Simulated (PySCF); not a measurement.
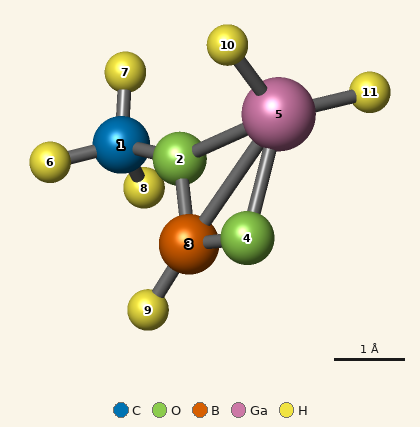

Fig. 1: The input geometry (ball-and-stick view, seen at a tilt; atoms are numbered from 1 in the order of the input). Sticks mark near contacts.

# CH$_{6}$BGaO$_{2}$: energy and gradient calculation

The run: energy and gradient calculation of CH$_{6}$BGaO$_{2}$. Method and program: BP86/cc-pVDZ, RKS (PySCF 2.14.0).

The geometry comes from this level: GFN2-xTB. Figures and captions count atoms from 1; the log counts them from 0 in places.

Input (job.py):
```python
# COB[O][GaH2]
from pyscf import gto, dft

mol = gto.M(
    atom='start.xyz',
    max_memory=1860,
    verbose=4,
    charge=0,
    basis='cc-pvdz',
)

calc0 = dft.RKS(mol, xc='bp86')
calc0.grids.level = 5
calc0.conv_tol = 1e-10
calc0.kernel()
if not calc0.converged:
    calc0 = calc0.newton().run(calc0.mo_coeff, calc0.mo_occ)

e_final = calc0.e_tot
print('E = %.10f Eh' % e_final)
grad = calc0.nuc_grad_method().kernel()
dip = calc0.dip_moment()
pop, q = calc0.mulliken_pop()
```

File start.xyz:
```
11

C     -1.568270    -0.236240     0.458850
O     -0.218990    -0.034470     0.065610
B      0.884930    -0.127800     0.949140
O      2.019760     0.105490     0.326370
Ga     1.344790     0.413950    -1.376400
H     -1.834940     0.459300     1.257520
H     -2.203610    -0.057460    -0.407950
H     -1.709040    -1.261240     0.809630
H      0.741360    -0.382930     2.083800
H      1.150770     1.891350    -1.794670
H      1.393250    -0.769950    -2.371900
```

Launch command:
```bash
OMP_NUM_THREADS=1 python job.py
```

The program's output:
```
PySCF version 2.14.0

[INPUT] num. atoms = 11
[INPUT] num. electrons = 64
[INPUT] charge = 0
[INPUT] spin (= nelec alpha-beta = 2S) = 0
[INPUT] symmetry False subgroup None
[INPUT] Mole.unit = angstrom
[INPUT] Symbol           X                Y                Z      unit          X                Y                Z       unit  Magmom
[INPUT]  1 C     -1.568270000000  -0.236240000000   0.458850000000 AA   -2.963600789372  -0.446428899667   0.867100832257 Bohr   0.0
[INPUT]  2 O     -0.218990000000  -0.034470000000   0.065610000000 AA   -0.413831124019  -0.065138859514   0.123984931033 Bohr   0.0
[INPUT]  3 B      0.884930000000  -0.127800000000   0.949140000000 AA    1.672275339411  -0.241506998719   1.793614653870 Bohr   0.0
[INPUT]  4 O      2.019760000000   0.105490000000   0.326370000000 AA    3.816793237352   0.199347208880   0.616749915274 Bohr   0.0
[INPUT]  5 Ga     1.344790000000   0.413950000000  -1.376400000000 AA    2.541284795054   0.782252129264  -2.601019037851 Bohr   0.0
[INPUT]  6 H     -1.834940000000   0.459300000000   1.257520000000 AA   -3.467534055009   0.867951209013   2.376368396163 Bohr   0.0
[INPUT]  7 H     -2.203610000000  -0.057460000000  -0.407950000000 AA   -4.164219385353  -0.108583663118  -0.770913772516 Bohr   0.0
[INPUT]  8 H     -1.709040000000  -1.261240000000   0.809630000000 AA   -3.229617535927  -2.383398177346   1.529978962232 Bohr   0.0
[INPUT]  9 H      0.741360000000  -0.382930000000   2.083800000000 AA    1.400967359708  -0.723632824880   3.937811298369 Bohr   0.0
[INPUT] 10 H      1.150770000000   1.891350000000  -1.794670000000 AA    2.174640132366   3.574133505696  -3.391434783973 Bohr   0.0
[INPUT] 11 H      1.393250000000  -0.769950000000  -2.371900000000 AA    2.632860923050  -1.454994629609  -4.482241394856 Bohr   0.0

nuclear repulsion = 347.445005487365
number of shells = 44
number of NR pGTOs = 223
number of NR cGTOs = 113
basis = cc-pvdz
ecp = {}

******** <class 'pyscf.dft.rks.RKS'> ********
method = RKS
initial guess = minao
damping factor = 0
level_shift factor = 0
DIIS = <class 'pyscf.scf.diis.CDIIS'>
diis_start_cycle = 1
diis_space = 8
diis_damp = 0
SCF conv_tol = 1e-10
SCF conv_tol_grad = None
SCF max_cycles = 50
direct_scf = True
direct_scf_tol = 1e-13
XC library pyscf.dft.libxc version 7.0.0
    S. Lehtola, C. Steigemann, M. J.T. Oliveira, and M. A.L. Marques.,  SoftwareX 7, 1–5 (2018)
XC functionals = bp86
    A. D. Becke.,  Phys. Rev. A 38, 3098 (1988)
    J. P. Perdew.,  Phys. Rev. B 33, 8822 (1986)
radial grids:
    Treutler-Ahlrichs [JCP 102, 346 (1995); DOI:10.1063/1.469408] (M4) radial grids

becke partition: Becke, JCP 88, 2547 (1988); DOI:10.1063/1.454033
pruning grids: <function nwchem_prune>
grids dens level: 5
symmetrized grids: False
atomic radii adjust function: <function treutler_atomic_radii_adjust>
small_rho_cutoff = 0
Set gradient conv threshold to 1e-05
Initial guess from minao.
tot grids = 358608
init E= -2142.0954526656
  HOMO = -0.313867914974424  LUMO = -0.086223137392925  gap/eV = 6.19453
cycle= 1 E= -2141.99869638842  delta_E= 0.0968  |g|= 0.993  |ddm|= 2.93
  HOMO = -0.0776084040753959  LUMO = -0.0197333919264344  gap/eV = 1.57486
cycle= 2 E= -2140.87756923396  delta_E= 1.12  |g|= 2.43  |ddm|= 2.57
  HOMO = -0.243507917658795  LUMO = -0.0399345688407684  gap/eV = 5.53951
cycle= 3 E= -2142.14763491854  delta_E= -1.27  |g|= 0.463  |ddm|=  2.1
  HOMO = -0.248883533372906  LUMO = -0.0399984024836537  gap/eV = 5.68405
cycle= 4 E= -2142.18531660273  delta_E= -0.0377  |g|= 0.219  |ddm|= 0.451
  HOMO = -0.25219456676285  LUMO = -0.038099467185372  gap/eV = 5.82582
cycle= 5 E= -2142.19352032334  delta_E= -0.0082  |g|= 0.0606  |ddm|= 0.166
  HOMO = -0.25337626999917  LUMO = -0.0406793369978748  gap/eV = 5.78778
cycle= 6 E= -2142.1943365794  delta_E= -0.000816  |g|= 0.014  |ddm|= 0.0566
  HOMO = -0.252853753665214  LUMO = -0.040089681646116  gap/eV = 5.78961
cycle= 7 E= -2142.19438104813  delta_E= -4.45e-05  |g|= 0.00363  |ddm|= 0.012
  HOMO = -0.252788371627144  LUMO = -0.0398413060646363  gap/eV = 5.79458
cycle= 8 E= -2142.19438433078  delta_E= -3.28e-06  |g|= 0.000886  |ddm|= 0.00384
  HOMO = -0.252881566817236  LUMO = -0.0399144713035544  gap/eV = 5.79513
cycle= 9 E= -2142.19438448643  delta_E= -1.56e-07  |g|= 0.000128  |ddm|= 0.000806
  HOMO = -0.252892119664429  LUMO = -0.0399208912475304  gap/eV = 5.79524
cycle= 10 E= -2142.1943844673  delta_E= 1.91e-08  |g|= 6.74e-05  |ddm|= 0.000223
  HOMO = -0.25288829972556  LUMO = -0.0399191800436638  gap/eV = 5.79518
cycle= 11 E= -2142.19438449173  delta_E= -2.44e-08  |g|= 1.04e-05  |ddm|= 8.01e-05
  HOMO = -0.252887932419987  LUMO = -0.0399187474522891  gap/eV = 5.79519
cycle= 12 E= -2142.19438447718  delta_E= 1.45e-08  |g|= 1.47e-06  |ddm|= 1e-05
  HOMO = -0.25288781487814  LUMO = -0.0399186275683818  gap/eV = 5.79519
cycle= 13 E= -2142.19438447718  delta_E= -1.36e-12  |g|= 1.76e-06  |ddm|= 2.98e-06
  HOMO = -0.2528878401674  LUMO = -0.0399186701093841  gap/eV = 5.79519
```

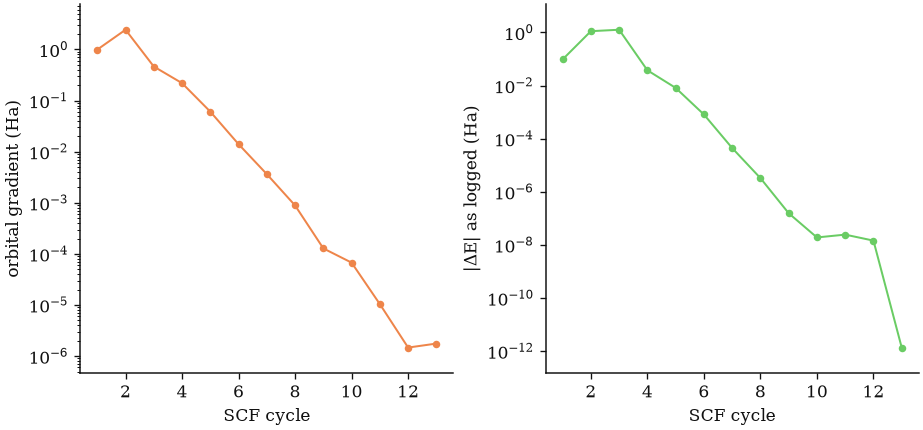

Fig. 2: Convergence of the self-consistent field: orbital gradient and size of the energy change against the SCF cycle. The residual comes down, with one marked jump up, by a factor of about 2.5, at step 2.

```
Extra cycle  E= -2142.19438447718  delta_E= -4.55e-13  |g|= 4.08e-06  |ddm|= 4.08e-06
converged SCF energy = -2142.19438447718
E = -2142.1943844772 Eh

******** <class 'pyscf.grad.rks.Gradients'> for <class 'pyscf.dft.rks.RKS'> ********
unit = Eh/Bohr
grid_response = False
--------------- RKS gradients ---------------
         x                y                z
0 C     0.0001899241     0.0001321621     0.0003942725
1 O    -0.0012314107    -0.0010966638     0.0046413802
2 B     0.0065522690     0.0011646157    -0.0029581352
3 O    -0.0277454592    -0.0011978980    -0.0055349318
4 Ga     0.0048151079    -0.0045350853     0.0228527528
5 H     0.0041437868    -0.0072691204    -0.0080918877
6 H     0.0072927737    -0.0016870077     0.0083928849
7 H     0.0027754900     0.0106919495    -0.0033307912
8 H     0.0045144173     0.0046761099    -0.0200091160
9 H     0.0000255273    -0.0082020905     0.0001448059
10 H    -0.0013328392     0.0073221258     0.0034979956
----------------------------------------------
Dipole moment(X, Y, Z, Debye): -2.94479, -0.30783,  0.23906
 ** Mulliken pop  **
pop of  0 C 1s            2.01451
pop of  0 C 2s            0.67070
pop of  0 C 3s            0.36295
pop of  0 C 2px           0.58095
pop of  0 C 2py           0.75251
pop of  0 C 2pz           0.74492
pop of  0 C 3px           0.15686
pop of  0 C 3py           0.27978
pop of  0 C 3pz           0.26716
pop of  0 C 3dxy          0.01817
pop of  0 C 3dyz          0.00805
pop of  0 C 3dz^2         0.00937
pop of  0 C 3dxz          0.02337
pop of  0 C 3dx2-y2       0.02293
pop of  1 O 1s            2.00911
pop of  1 O 2s            0.82514
pop of  1 O 3s            0.87590
pop of  1 O 2px           0.84426
pop of  1 O 2py           1.05828
pop of  1 O 2pz           0.99262
pop of  1 O 3px           0.36048
pop of  1 O 3py           0.68484
pop of  1 O 3pz           0.57659
pop of  1 O 3dxy          0.00211
pop of  1 O 3dyz          0.00084
pop of  1 O 3dz^2         0.00148
pop of  1 O 3dxz          0.00417
pop of  1 O 3dx2-y2       0.00239
pop of  2 B 1s            2.02057
pop of  2 B 2s            0.56626
pop of  2 B 3s            0.20483
pop of  2 B 2px           0.59431
pop of  2 B 2py           0.35016
pop of  2 B 2pz           0.66682
pop of  2 B 3px           0.06400
pop of  2 B 3py           0.12050
pop of  2 B 3pz           0.03873
pop of  2 B 3dxy          0.04602
pop of  2 B 3dyz          0.02015
pop of  2 B 3dz^2         0.04946
pop of  2 B 3dxz          0.06791
pop of  2 B 3dx2-y2       0.04196
pop of  3 O 1s            2.00916
pop of  3 O 2s            0.83576
pop of  3 O 3s            0.88627
pop of  3 O 2px           0.98977
pop of  3 O 2py           0.94285
pop of  3 O 2pz           0.92241
pop of  3 O 3px           0.52242
pop of  3 O 3py           0.62507
pop of  3 O 3pz           0.49116
pop of  3 O 3dxy          0.00263
pop of  3 O 3dyz          0.00042
pop of  3 O 3dz^2         0.00157
pop of  3 O 3dxz          0.00319
pop of  3 O 3dx2-y2       0.00275
pop of  4 Ga 1s           2.00001
pop of  4 Ga 2s           1.99991
pop of  4 Ga 3s           2.01226
pop of  4 Ga 4s           0.89011
pop of  4 Ga 5s           0.30166
pop of  4 Ga 2px          1.99998
pop of  4 Ga 2py          1.99998
pop of  4 Ga 2pz          1.99996
pop of  4 Ga 3px          2.00094
pop of  4 Ga 3py          1.99951
pop of  4 Ga 3pz          2.00136
pop of  4 Ga 4px          0.11638
pop of  4 Ga 4py          0.51298
pop of  4 Ga 4pz          0.36934
pop of  4 Ga 5px          0.04386
pop of  4 Ga 5py          0.19088
pop of  4 Ga 5pz          0.10559
pop of  4 Ga 3dxy         1.97468
pop of  4 Ga 3dyz         1.97370
pop of  4 Ga 3dz^2        1.97514
pop of  4 Ga 3dxz         1.97748
pop of  4 Ga 3dx2-y2      1.97156
pop of  4 Ga 4dxy         0.04046
pop of  4 Ga 4dyz         0.07464
pop of  4 Ga 4dz^2        0.05035
pop of  4 Ga 4dxz         0.04973
pop of  4 Ga 4dx2-y2      0.04527
pop of  5 H 1s            0.74823
pop of  5 H 2s            0.16868
pop of  5 H 2px           0.00447
pop of  5 H 2py           0.01084
pop of  5 H 2pz           0.01235
pop of  6 H 1s            0.74942
pop of  6 H 2s            0.17016
pop of  6 H 2px           0.00709
pop of  6 H 2py           0.00725
pop of  6 H 2pz           0.01272
pop of  7 H 1s            0.74844
pop of  7 H 2s            0.16855
pop of  7 H 2px           0.00386
pop of  7 H 2py           0.01590
pop of  7 H 2pz           0.00786
pop of  8 H 1s            0.76804
pop of  8 H 2s            0.28412
pop of  8 H 2px           0.00247
pop of  8 H 2py           0.00231
pop of  8 H 2pz           0.01178
pop of  9 H 1s            0.69861
pop of  9 H 2s            0.38250
pop of  9 H 2px           0.00074
pop of  9 H 2py           0.00673
pop of  9 H 2pz           0.00162
pop of  10 H 1s           0.69860
pop of  10 H 2s           0.38230
pop of  10 H 2px          0.00065
pop of  10 H 2py          0.00477
pop of  10 H 2pz          0.00367
 ** Mulliken atomic charges  **
charge of    0C =      0.08777
charge of    1O =     -0.23821
charge of    2B =      0.14832
charge of    3O =     -0.23542
charge of    4Ga =      0.32228
charge of    5H =      0.05541
charge of    6H =      0.05335
charge of    7H =      0.05540
charge of    8H =     -0.06872
charge of    9H =     -0.09020
charge of   10H =     -0.08999
```

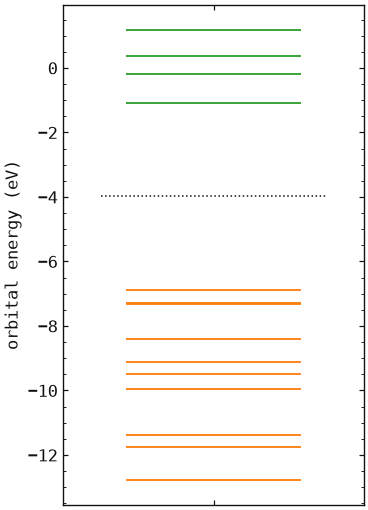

Fig. 3: Orbital energies near the frontier; the dotted line parts filled from empty levels, and levels within 0.02 eV of each other stand side by side. Highest filled −6.88 eV, lowest empty −1.09 eV, 5.79 eV apart.

Summary:

```json
{"quantity": "outcome", "value": "converged"}
{"quantity": "total energy", "value": "−2142.194384 hartree"}
{"quantity": "basis functions", "value": "113"}
{"quantity": "largest force", "value": "1.456 eV/Å"}
{"quantity": "HOMO", "value": "−6.88 eV"}
{"quantity": "LUMO", "value": "−1.09 eV"}
{"quantity": "dipole moment", "value": "2.97 D"}
{"quantity": "hardware", "value": "1 thread of Arm Neoverse V1, 24 GiB of memory available, shared host"}
{"quantity": "wall time", "value": "77 s"}
{"quantity": "peak memory", "value": "1.2 GiB"}
```
